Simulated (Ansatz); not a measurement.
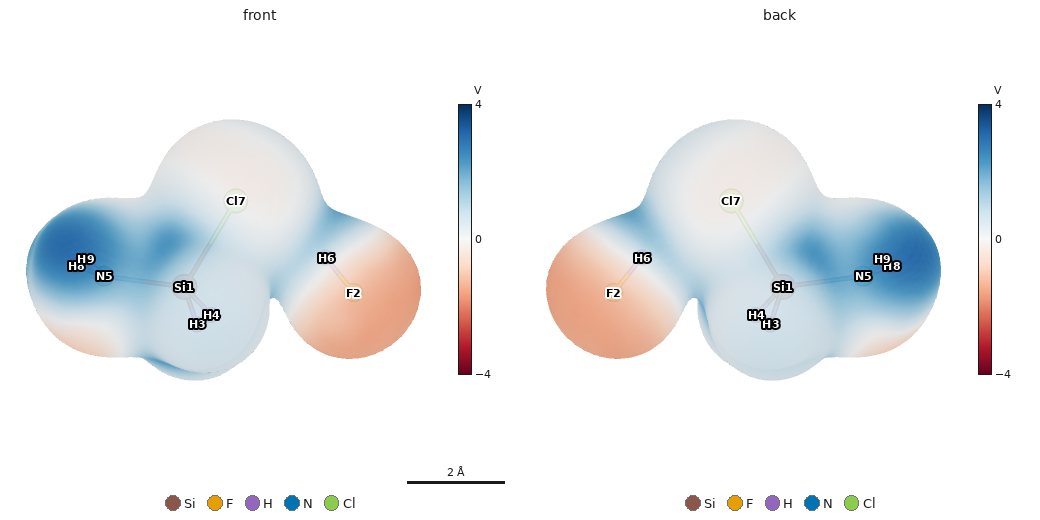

Figure. ClH₄NSi···HF. The electrostatic potential painted on the density surface at 0.004 e/bohr³, seen from the front and from behind; the colour scale runs from red (negative) to blue (positive).

The product side of a reaction path; geometry: PBE0-D4/def2-TZVP.

The calculation used Ansatz, RKS PBE0-D4/def2-TZVPP.

Input

```
crystal:
  periodic: [false, false, false]
  atoms:
    - {symbol: Si, position_ang: [-0.150252, -0.247772, 0.208608]}
    - {symbol: F, position_ang: [3.139137, 0.914837, -0.415264]}
    - {symbol: H, position_ang: [0.610654, -1.389589, -0.332045]}
    - {symbol: H, position_ang: [0.361103, 0.285607, 1.484939]}
    - {symbol: N, position_ang: [-1.774805, -0.691976, 0.395428]}
    - {symbol: H, position_ang: [2.326473, 1.186322, -0.777398]}
    - {symbol: Cl, position_ang: [0.153506, 1.300668, -1.177771]}
    - {symbol: H, position_ang: [-2.248974, -1.240710, -0.303201]}
    - {symbol: H, position_ang: [-2.416742, -0.117488, 0.916806]}
basis:
  gaussian: {orbitals: def2-TZVPP}
hamiltonian: {xc: pbe0, dispersion: d4}
output: {orbitals: {seedname: orbitals}}
```

Command:

```sh
ansatz run in.yaml --threads 4 --pin off --events-out ev --progress --plain --max-ram 9574MiB
```

**Which sites attract a positive test charge, and which a negative one?**

A positive charge is drawn to the negative regions and a negative charge to the positive ones. The most negative region (about −1.6 V) lies over F2, the most positive (about +3.1 V) over H8 and H9.
